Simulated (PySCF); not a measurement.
## Ge₂NH₇Se: one change and its effect

System: Ge₂NH₇Se, SMILES [NH2][GeH2][Se][GeH3].
Method of run A: TDDFT PBE0/6-31G*, vertical, gas phase, core orbitals frozen in the response (PySCF 2.14.0).

The geometry comes from this level: PBE0-D3(BJ)/def2-SVP. Text and figures count atoms from 1; the logs count them from 0 in places.

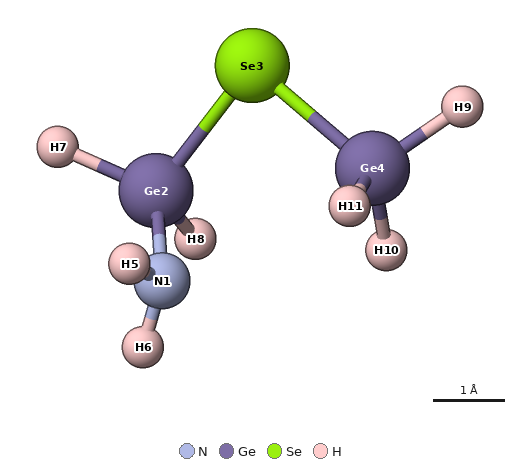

Fig. 1: The structure (ball-and-stick view, seen at a tilt; atoms are numbered from 1 in the order of the input). Sticks mark near contacts. Bond lengths as drawn: Ge–H 1.54 to 1.55 Å, Ge–N 1.83 Å, Ge–Se 2.35 to 2.37 Å and H–N 1.02 Å.

**The input, run A**
```
{"job": {"kind": "uv", "xc": "PBE0", "basis": "6-31G*"}, "charge": 0, "multiplicity": 1}
N     -1.371194     0.345140     0.501566
Ge    -1.029329    -1.114980    -0.555493
Se     0.595023    -0.416172    -2.099007
Ge     1.837816     0.760491    -0.464865
H     -1.860553     1.110522     0.046096
H     -1.808724     0.143295     1.396673
H     -2.211933    -1.648315    -1.395157
H     -0.502633    -2.198193     0.403575
H      3.253713     0.883511    -1.060100
H      1.882483    -0.049833     0.840618
H      1.255676     2.160860    -0.223001
```

The first line tells a small driver script what to run in PySCF; the rest is the geometry in Å.

Launched with:
```bash
OMP_NUM_THREADS=1 python <driver script> task.json out
```

Hardware: 1 CPU thread, shared host.

**Output (run A)**
```
coarse grid: 44592 points
cycle   1  E = -6612.7539555090  dE = -1.928e+00  |g| = 6.398e-01  |ddm| = 3.149e+00
cycle   2  E = -6612.7050941762  dE =  4.886e-02  |g| = 8.175e-01  |ddm| = 1.230e+00
cycle   3  E = -6612.8186229145  dE = -1.135e-01  |g| = 8.213e-02  |ddm| = 7.426e-01
cycle   4  E = -6612.8197711814  dE = -1.148e-03  |g| = 2.653e-02  |ddm| = 8.852e-02
cycle   5  E = -6612.8198977163  dE = -1.265e-04  |g| = 8.113e-03  |ddm| = 2.887e-02
cycle   6  E = -6612.8199085634  dE = -1.085e-05  |g| = 1.390e-03  |ddm| = 9.315e-03
cycle   7  E = -6612.8199090697  dE = -5.063e-07  |g| = 3.332e-04  |ddm| = 2.522e-03
final grid: 87752 points
cycle   8  E = -6612.8197691156  dE = -2.328e-08  |g| = 4.410e-04  |ddm| = 1.539e-03
cycle   9  E = -6612.8197690812  dE =  3.443e-08  |g| = 5.985e-04  |ddm| = 1.485e-03
cycle  10  E = -6612.8197691706  dE = -8.946e-08  |g| = 4.701e-05  |ddm| = 8.014e-04
cycle  11  E = -6612.8197691710  dE = -3.138e-10  |g| = 9.442e-06  |ddm| = 4.105e-05
converged SCF energy = -6612.8197691710

Static polarisability (au): isotropic 83.525, principal 64.992 83.350 102.233

Singlet excitations
state   eV       nm        f      main configurations
  1   5.0938    243.4   0.00700   H->L 0.85, H->L+1 0.14
  2   5.3417    232.1   0.01225   H->L+1 0.84, H->L 0.14
  3   6.1161    202.7   0.00438   H-1->L 0.53, H->L+2 0.35
  4   6.1820    200.6   0.00913   H-1->L 0.39, H->L+2 0.38, H-1->L+1 0.18
  5   6.3428    195.5   0.03616   H-1->L+1 0.72, H->L+2 0.22
  6   6.6048    187.7   0.03111   H-1->L+2 0.91
  7   7.0383    176.2   0.05178   H-2->L 0.79, H-3->L 0.12
  8   7.2196    171.7   0.03203   H-2->L+1 0.73
  9   7.3967    167.6   0.04338   H->L+3 0.48, H-3->L 0.43
 10   7.4863    165.6   0.00044   H->L+4 0.88

Triplet excitations (Tamm-Dancoff, eV): 4.6718 4.9051 5.7876 5.8679
```

For run B the input was changed thus:
```diff
-"basis": "6-31G*"
+"basis": "def2-SVP"
```

What does this change do to the results?

The total energy of run B is 12.8 kcal/mol lower, which measures the change of basis and not a stability. The HOMO goes from −6.58 to −6.64 eV. The LUMO goes from −0.11 to 0.06 eV. The dipole moment goes from 2.63 to 2.48 D. The lowest excitation goes from 5.09 to 5.28 eV. The strongest computed line goes from 7.04 to 6.77 eV. The number of SCF iterations is the same. The basis functions go from 124 to 145.

**Output (run B)**
```
coarse grid: 44592 points
cycle   1  E = -6612.7756046099  dE = -1.979e+00  |g| = 6.316e-01  |ddm| = 3.266e+00
cycle   2  E = -6612.7273958764  dE =  4.821e-02  |g| = 8.029e-01  |ddm| = 1.217e+00
cycle   3  E = -6612.8389279716  dE = -1.115e-01  |g| = 8.091e-02  |ddm| = 7.388e-01
cycle   4  E = -6612.8401212607  dE = -1.193e-03  |g| = 2.624e-02  |ddm| = 8.872e-02
cycle   5  E = -6612.8402442771  dE = -1.230e-04  |g| = 7.240e-03  |ddm| = 2.778e-02
cycle   6  E = -6612.8402530759  dE = -8.799e-06  |g| = 1.582e-03  |ddm| = 9.257e-03
final grid: 87752 points
cycle   7  E = -6612.8401525167  dE =  4.393e-07  |g| = 2.137e-03  |ddm| = 5.282e-03
cycle   8  E = -6612.8401513487  dE =  1.168e-06  |g| = 3.083e-03  |ddm| = 6.714e-03
cycle   9  E = -6612.8401536770  dE = -2.328e-06  |g| = 2.328e-04  |ddm| = 3.800e-03
cycle  10  E = -6612.8401536872  dE = -1.020e-08  |g| = 3.435e-05  |ddm| = 2.278e-04
cycle  11  E = -6612.8401536875  dE = -2.610e-10  |g| = 7.355e-06  |ddm| = 3.391e-05
converged SCF energy = -6612.8401536875

Static polarisability (au): isotropic 86.529, principal 68.827 84.396 106.364

Singlet excitations
state   eV       nm        f      main configurations
  1   5.2758    235.0   0.00410   H->L 0.80, H->L+1 0.19
  2   5.4932    225.7   0.00738   H->L+1 0.80, H->L 0.18
  3   6.2550    198.2   0.00385   H->L+2 0.65, H-1->L 0.21, H-1->L+1 0.10
  4   6.3468    195.3   0.01125   H-1->L 0.69, H->L+2 0.19
  5   6.4963    190.9   0.02234   H-1->L+1 0.84, H->L+2 0.11
  6   6.7651    183.3   0.03424   H-1->L+2 0.87, H-1->L 0.08
  7   7.1079    174.4   0.00479   H->L+4 0.61, H-2->L 0.21, H-2->L+1 0.09
  8   7.2156    171.8   0.00998   H->L+3 0.86, H->L+4 0.11
  9   7.2648    170.7   0.03203   H-2->L 0.58, H-3->L 0.09, H-2->L+1 0.09
 10   7.3904    167.8   0.00802   H-2->L+1 0.52, H-3->L 0.25

Triplet excitations (Tamm-Dancoff, eV): 4.8162 5.0334 5.9435 6.0025
```

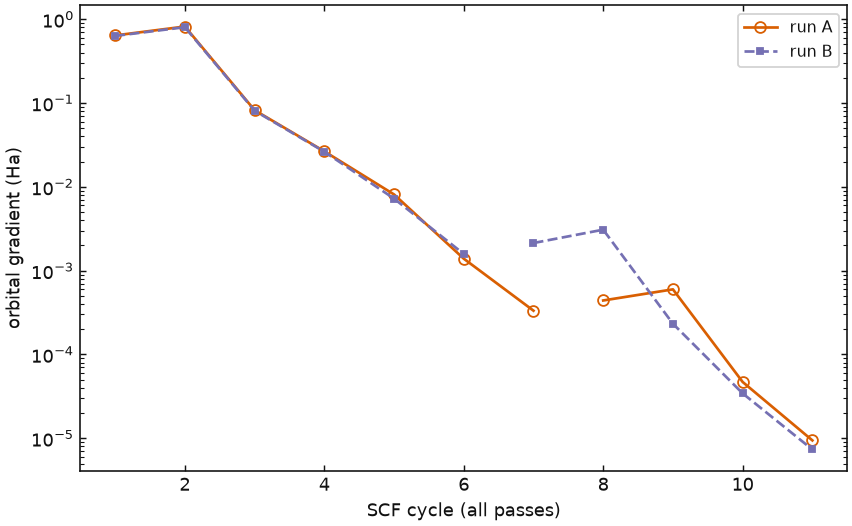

Fig. 2: Convergence of the two runs: orbital gradient against the SCF cycle. A break in a curve parts two SCF passes (coarse and final grid). Run A takes 11 cycles in all, and run B takes 11.

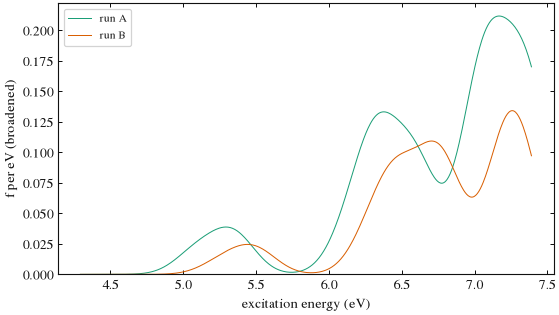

Fig. 3: Absorption of the two runs from their computed states, each broadened by a Gaussian of 0.35 eV full width; the range ends where the shorter list of states ends.

**The two runs side by side**

```tsv
quantity	run A	run B
outcome	converged	converged
total energy (hartree)	−6612.819769	−6612.840154
HOMO (eV)	−6.58	−6.64
LUMO (eV)	−0.11	0.06
dipole moment (D)	2.63	2.48
lowest excitation (eV)	5.09	5.28
SCF iterations	11	11
strongest computed line (eV)	7.04	6.77
basis functions	124	145
wall time (shared host)	30 s	38 s
```

For both runs: Spin–orbit coupling is left out, which matters for the heavy atoms.
